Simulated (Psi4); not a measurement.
# [PO3]− (metaphosphate (po31-) (8ci,9ci)) at 6 levels

We compute a comparison of 6 runs (HF/3-21G, HF/def2-SVP, HF/pcseg-2, BLYP/def2-SVP, B3LYP/6-31+G*, B3LYP/def2-TZVP) of [PO3]− (metaphosphate (po31-) (8ci,9ci)). 

The calculation is run with Psi4 1.11.

3 further runs of the same task are left out: 3 set aside as unsound or not needed.

## 1. The system as given

[PO3]−: 4 atoms, total charge -1, spin state singlet. As SMILES, `O=P(=O)[O-]`. The coordinates come from a GFN2-xTB relaxation.

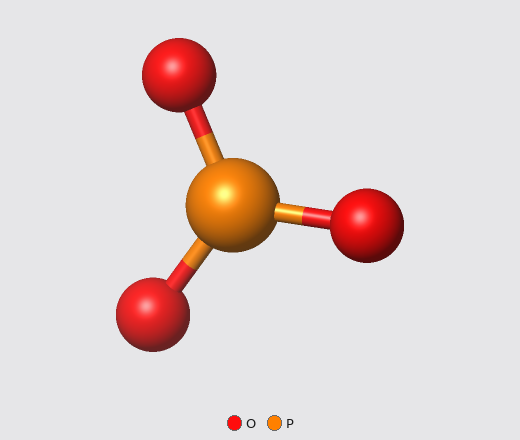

Viewed from a chosen angle; oxygen red, phosphorus orange.

## 2. A single-point energy at HF/3-21G (run 1)

File job.inp:

```
memory 1.6 GB

molecule {
  -1 1
  O      0.579960    -0.419440    -1.297400
  P      0.000330     0.000460    -0.000130
  O     -1.057020     1.037780     0.038020
  O      0.476740    -0.618790     1.259510
  symmetry c1
}

set globals {
  basis         3-21G
  reference     rhf
  puream        true
  e_convergence 1e-09
  d_convergence 1e-08
  scf_type      pk
}

E, wfn = energy("scf", return_wfn=True)
oeprop(wfn, "LOWDIN_CHARGES", "MULLIKEN_CHARGES", "DIPOLE", title="SCF")
print_variables()
```

Run with:

```bash
$ psi4 -i job.inp -o job.out -n 1
```

job.out:

```text
[...]
  Running in c1 symmetry.
[...]
  Nuclear repulsion =  168.141609722148331
[...]
  Multiplicity = 1
[...]
  Nalpha       = 20
  Nbeta        = 20
[...]
    Number of basis functions: 40
[...]
   @RHF iter   1:  -562.09570913667324   -6.19344e-01   1.82313e-02 ADIIS/DIIS
[...]
   @RHF iter  10:  -562.30273534328057   -8.18545e-12   7.86756e-09 DIIS
[...]
    Orbital Energies [Eh]
    ---------------------
    Doubly Occupied:
       1A    -79.324091     2A    -20.195637     3A    -20.195609
       4A    -20.195516     5A     -7.390337     6A     -5.276563
       7A     -5.276545     8A     -5.274843     9A     -1.179326
      10A     -1.074575    11A     -1.074337    12A     -0.475167
      13A     -0.382521    14A     -0.370971    15A     -0.370917
      16A     -0.248963    17A     -0.248922    18A     -0.223494
      19A     -0.223371    20A     -0.210267
[...]
  @RHF Final Energy:  -562.30273534328057
   => Energetics <=
    Nuclear Repulsion Energy =            168.1416097221483312
    One-Electron Energy =               -1122.4647468418290828
    Two-Electron Energy =                 392.0204017764002060
    Total Energy =                       -562.3027353432805739
[...]
 Multipole Moments:
 ------------------------------------------------------------------------------------
     Multipole            Electronic (a.u.)      Nuclear  (a.u.)        Total (a.u.)
 ------------------------------------------------------------------------------------
 L = 1.  Multiply by 2.5417464519 to convert [e a0] to [Debye]
 Dipole X            :          0.0015402           -0.0002466            0.0012936
 Dipole Y            :          0.0023572           -0.0003445            0.0020127
 Dipole Z            :         -0.0008909            0.0000979           -0.0007930
 Magnitude           :                                                    0.0025205
[...]
  Mulliken Charges: (a.u.)
   Center  Symbol    Alpha    Beta     Spin     Total
       1     O     4.45555  4.45555  0.00000 -0.91110
       2     P     6.63339  6.63339  0.00000  1.73322
       3     O     4.45554  4.45554  0.00000 -0.91109
       4     O     4.45552  4.45552  0.00000 -0.91104
   Total alpha = 20.00000, Total beta = 20.00000, Total charge = -1.00000
  Lowdin Charges: (a.u.)
   Center  Symbol    Alpha    Beta     Spin     Total
       1     O     4.38537  4.38537  0.00000 -0.77075
       2     P     6.84380  6.84380  0.00000  1.31240
[...]
```

Run time: 1.9 s. Hardware: 1 thread of Intel Xeon Platinum 8488C (Sapphire Rapids), shared host; peak memory 0.27 GiB.

## 3. Energy and gradient at HF/def2-SVP (run 2)

File o3p.py:

```python
import psi4

psi4.set_memory(1600000000)
psi4.set_num_threads(1)
psi4.core.set_output_file('output.dat', False)

geom = psi4.geometry("""
-1 1
O      0.579960    -0.419440    -1.297400
P      0.000330     0.000460    -0.000130
O     -1.057020     1.037780     0.038020
O      0.476740    -0.618790     1.259510
symmetry c1
""")

psi4.set_options({
    'basis': 'def2-SVP',
    'puream': True,
    'e_convergence': 1e-09,
    'd_convergence': 1e-08,
    'scf_type': 'pk',
})

E, wfn = psi4.gradient('scf', return_wfn=True)
psi4.oeprop(wfn, 'DIPOLE', 'WIBERG_LOWDIN_INDICES', 'MULLIKEN_CHARGES', title='SCF')
print('gradient / Eh bohr^-1')
print(E.np.round(6))
print(f'energy = {wfn.energy():.10f} Eh')
for k, v in sorted(psi4.core.scalar_variables().items()):
    print(f'{k:45s} {v:18.10f}')
```

Run with:

```bash
$ python o3p.py
```

output.dat:

```text
[...]
  Running in c1 symmetry.
[...]
  Nuclear repulsion =  168.141609722148331
[...]
  Multiplicity = 1
[...]
  Nalpha       = 20
  Nbeta        = 20
[...]
    Number of basis functions: 60
[...]
   @RHF iter   1:  -564.91175006042829   -7.01514e-01   1.24032e-02 ADIIS/DIIS
[...]
   @RHF iter  11:  -565.12088023316505    1.13687e-13   2.20519e-09 DIIS
[...]
    Orbital Energies [Eh]
    ---------------------
    Doubly Occupied:
       1A    -79.826568     2A    -20.309720     3A    -20.309686
       4A    -20.309595     5A     -7.381302     6A     -5.285161
       7A     -5.282057     8A     -5.282046     9A     -1.146207
      10A     -1.054628    11A     -1.054402    12A     -0.486558
      13A     -0.391392    14A     -0.391387    15A     -0.377352
      16A     -0.292032    17A     -0.292024    18A     -0.256976
      19A     -0.256833    20A     -0.221456
[...]
  @RHF Final Energy:  -565.12088023316505
   => Energetics <=
    Nuclear Repulsion Energy =            168.1416097221483312
    One-Electron Energy =               -1126.1102131039249343
    Two-Electron Energy =                 392.8477231486115215
    Total Energy =                       -565.1208802331650531
[...]
  -Total Gradient:
     Atom            X                  Y                   Z
    ------   -----------------  -----------------  -----------------
       1        0.006565653885    -0.004876989608    -0.014846896036
       2        0.000049107971     0.000477529430    -0.000636911309
       3       -0.012246748644     0.011877621345     0.000431161174
       4        0.005631986788    -0.007478161167     0.015052646170
[...]
 Multipole Moments:
 ------------------------------------------------------------------------------------
     Multipole            Electronic (a.u.)      Nuclear  (a.u.)        Total (a.u.)
 ------------------------------------------------------------------------------------
 L = 1.  Multiply by 2.5417464519 to convert [e a0] to [Debye]
 Dipole X            :          0.0013493           -0.0002466            0.0011027
 Dipole Y            :          0.0024625           -0.0003445            0.0021180
 Dipole Z            :         -0.0013754            0.0000979           -0.0012775
 Magnitude           :                                                    0.0027081
[...]
  Mulliken Charges: (a.u.)
   Center  Symbol    Alpha    Beta     Spin     Total
       1     O     4.38029  4.38029  0.00000 -0.76058
       2     P     6.85883  6.85883  0.00000  1.28234
       3     O     4.38033  4.38033  0.00000 -0.76065
       4     O     4.38056  4.38056  0.00000 -0.76111
   Total alpha = 20.00000, Total beta = 20.00000, Total charge = -1.00000
  Wiberg Bond Indices using Orthogonal Lowdin Orbitals:
[...]
```

On the terminal:

```text
gradient / Eh bohr^-1
[[ 6.5660e-03 -4.8770e-03 -1.4847e-02]
 [ 4.9000e-05  4.7800e-04 -6.3700e-04]
 [-1.2247e-02  1.1878e-02  4.3100e-04]
 [ 5.6320e-03 -7.4780e-03  1.5053e-02]]
energy = -565.1208802332 Eh
CURRENT ENERGY                                   -565.1208802332
CURRENT REFERENCE ENERGY                         -565.1208802332
DD SOLVATION ENERGY                                 0.0000000000
HF KINETIC ENERGY                                 564.5498518052
HF POTENTIAL ENERGY                             -1129.6707320384
HF TOTAL ENERGY                                  -565.1208802332
HF VIRIAL RATIO                                     2.0010114756
NUCLEAR REPULSION ENERGY                          168.1416097221
ONE-ELECTRON ENERGY                             -1126.1102131039
PCM POLARIZATION ENERGY                             0.0000000000
PE ENERGY                                           0.0000000000
SCF ITERATION ENERGY                             -565.1208802332
SCF ITERATIONS                                     11.0000000000
SCF TOTAL ENERGY                                 -565.1208802332
TWO-ELECTRON ENERGY                               392.8477231486
```

Wall time 2.9 s (1 thread of Intel Xeon Platinum 8488C (Sapphire Rapids), shared host); peak memory 0.27 GiB.

Runs 3 to 5 aren't shown in full; the table further down has their settings and results.

## 4. Energy and gradient at B3LYP/def2-TZVP (run 6)

File job.py:

```python
import psi4

psi4.set_memory(1600000000)
psi4.set_num_threads(1)
psi4.core.set_output_file('run.log', False)

molecule = psi4.geometry("""
-1 1
O      0.579960    -0.419440    -1.297400
P      0.000330     0.000460    -0.000130
O     -1.057020     1.037780     0.038020
O      0.476740    -0.618790     1.259510
symmetry c1
""")

psi4.set_options({
    'basis': 'def2-TZVP',
    'puream': True,
    'e_convergence': 1e-09,
    'd_convergence': 1e-08,
    'scf_type': 'pk',
    'dft_radial_points': 99,
    'dft_spherical_points': 590,
})

E, wfn = psi4.gradient('B3LYP', molecule=molecule, return_wfn=True)
psi4.oeprop(wfn, 'WIBERG_LOWDIN_INDICES', 'MAYER_INDICES', 'QUADRUPOLE', title='B3LYP')
print('gradient / Eh bohr^-1')
print(E.np.round(6))
print(f'energy = {wfn.energy():.10f} Eh')
for k, v in sorted(psi4.core.scalar_variables().items()):
    print(f'{k:45s} {v:18.10f}')
```

Run with:

```bash
$ python job.py
```

run.log:

```text
[...]
  Running in c1 symmetry.
[...]
  Nuclear repulsion =  168.141609722148331
[...]
  Multiplicity = 1
[...]
  Nalpha       = 20
  Nbeta        = 20
[...]
    Number of basis functions: 130
[...]
   @RKS iter   1:  -566.83536456178479   -4.00095e-02   9.16751e-03 DIIS/ADIIS
[...]
   @RKS iter  10:  -567.31784292974271   -2.72848e-12   8.69143e-09 DIIS
[...]
    Orbital Energies [Eh]
    ---------------------
    Doubly Occupied:
       1A    -76.934250     2A    -18.900354     3A    -18.900342
       4A    -18.900293     5A     -6.408613     6A     -4.575022
       7A     -4.567429     8A     -4.567426     9A     -0.830570
      10A     -0.752057    11A     -0.751881    12A     -0.298004
      13A     -0.216936    14A     -0.213598    15A     -0.213597
      16A     -0.135246    17A     -0.135194    18A     -0.116356
      19A     -0.116235    20A     -0.069752
[...]
  @RKS Final Energy:  -567.31784292974271
   => Energetics <=
    Nuclear Repulsion Energy =            168.1416097221483312
    One-Electron Energy =               -1127.1656635339566037
    Two-Electron Energy =                 431.6350209351369358
    DFT Exchange-Correlation Energy =     -39.9288100530713734
    Empirical Dispersion Energy =           0.0000000000000000
    VV10 Nonlocal Energy =                  0.0000000000000000
    Total Energy =                       -567.3178429297427101
[...]
  -Total Gradient:
     Atom            X                  Y                   Z
    ------   -----------------  -----------------  -----------------
       1       -0.003315720797     0.002306680339     0.007299898374
       2       -0.000006263982     0.000386175668    -0.000591946847
       3        0.005821803448    -0.005821703420    -0.000203612907
       4       -0.002509526671     0.003138560373    -0.006514204383
[...]
 Multipole Moments:
 ------------------------------------------------------------------------------------
     Multipole            Electronic (a.u.)      Nuclear  (a.u.)        Total (a.u.)
 ------------------------------------------------------------------------------------
 L = 1.  Multiply by 2.5417464519 to convert [e a0] to [Debye]
 Dipole X            :          0.0009001           -0.0002466            0.0006535
 Dipole Y            :          0.0018649           -0.0003445            0.0015203
 Dipole Z            :         -0.0012380            0.0000979           -0.0011402
 Magnitude           :                                                    0.0020096
 L = 2.  Multiply by 1.3450342976 to convert [e a0^2] to [Debye ang]
 Quadrupole XX       :        -73.3228237           48.0215685          -25.3012552
 Quadrupole XY       :         51.2335788          -46.7156509            4.5179279
[...]
```

On the terminal:

```text
gradient / Eh bohr^-1
[[-3.316e-03  2.307e-03  7.300e-03]
 [-6.000e-06  3.860e-04 -5.920e-04]
 [ 5.822e-03 -5.822e-03 -2.040e-04]
 [-2.510e-03  3.139e-03 -6.514e-03]]
energy = -567.3178429297 Eh
CURRENT ENERGY                                   -567.3178429297
CURRENT REFERENCE ENERGY                         -567.3178429297
DD SOLVATION ENERGY                                 0.0000000000
DFT FUNCTIONAL TOTAL ENERGY                      -567.3178429297
DFT TOTAL ENERGY                                 -567.3178429297
DFT VV10 ENERGY                                     0.0000000000
DFT XC ENERGY                                     -39.9288100531
GRID ELECTRONS ALPHA                               19.9999999602
GRID ELECTRONS BETA                                19.9999999602
GRID ELECTRONS TOTAL                               39.9999999204
NUCLEAR REPULSION ENERGY                          168.1416097221
ONE-ELECTRON ENERGY                             -1127.1656635340
PCM POLARIZATION ENERGY                             0.0000000000
PE ENERGY                                           0.0000000000
SCF ITERATION ENERGY                             -567.3178429297
SCF ITERATIONS                                     10.0000000000
SCF TOTAL ENERGY                                 -567.3178429297
TWO-ELECTRON ENERGY                               431.6350209351
XC GRID RADIAL POINTS                              99.0000000000
XC GRID SPHERICAL POINTS                          590.0000000000
XC GRID TOTAL POINTS                           224017.0000000000
```

Wall time 32 s (1 thread of Intel Xeon Platinum 8488C (Sapphire Rapids), shared host); peak memory 0.88 GiB.

## 5. Overview of the runs

| run | level | task | integrals | energy (Eh) | HOMO energy (eV) | LUMO energy (eV) | HOMO–LUMO gap (eV) | wall time |
| --- | --- | --- | --- | --- | --- | --- | --- | --- |
| 1 | HF/3-21G | energy | pk | -562.302735 | -5.72 | 9.83 | 15.55 | 1.9 s |
| 2 | HF/def2-SVP | gradient | pk | -565.120880 | -6.03 | 9.75 | 15.78 | 2.9 s |
| 3 | HF/pcseg-2 (sfX2C, density fitting) | energy | df | -566.455269 | -6.66 | 8.74 | 15.40 | 2.6 s |
| 4 | BLYP/def2-SVP | energy | pk | -566.813865 | 0.65 | 5.39 | 4.74 | 6.6 s |
| 5 | B3LYP/6-31+G* (spherical functions) | gradient | pk | -567.162885 | -2.13 | 3.44 | 5.57 | 11 s |
| 6 | B3LYP/def2-TZVP | gradient | pk | -567.317843 | -1.90 | 4.87 | 6.77 | 32 s |

## 6. What came out

| quantity | value |
| --- | --- |
| run 6: total energy | -567.31784 Eh |
| run 6: HOMO energy | -1.90 eV |
| run 6: LUMO energy | 4.87 eV |
| run 6: HOMO–LUMO gap (to an unbound level, set by the basis) | 6.77 eV |
| run 6: largest force on an atom | 0.429 eV/Å |

In words: The HOMO–LUMO gap runs from 4.74 eV (BLYP/def2-SVP) to 15.78 eV (HF/def2-SVP). Exact exchange widens orbital gaps. The empty levels of an anion lie above zero and hang on the basis. Totals of different functionals can't be ranked against each other. Some runs of one species differ in core potentials or relativity; totals across that change don't compare. In run 4 the HOMO lies above zero, so the outermost electron may be held by the basis alone. All runs together took 58 s, the longest 32 s.
